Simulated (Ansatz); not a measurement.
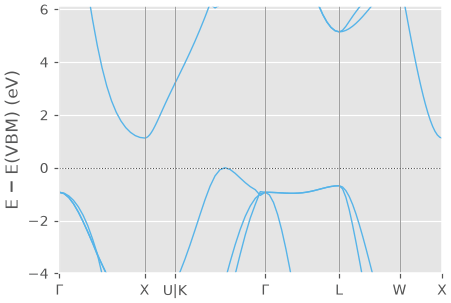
Figure. Band structure from PBE in the plane-wave PAW code Ansatz

**Question.** Read off the gap and where the band edges lie.

**Answer.** About 1.1 eV (1.13 eV by a search for the band edges); maximum on the K–Γ line, 55 % of the way from K, minimum at X.

The material is BN (rock salt, Fm-3m).

The cell is a constructed one: a structure type filled with these elements; neither database checked (COD, Materials Project) lists it. It is not the phase usual at ambient conditions (space group No. 186, 194, 216). The PBE relaxation kept the symmetry of its start; whether a distortion lowers the energy is not shown.

Potentials: the later of the program's two PAW sets.
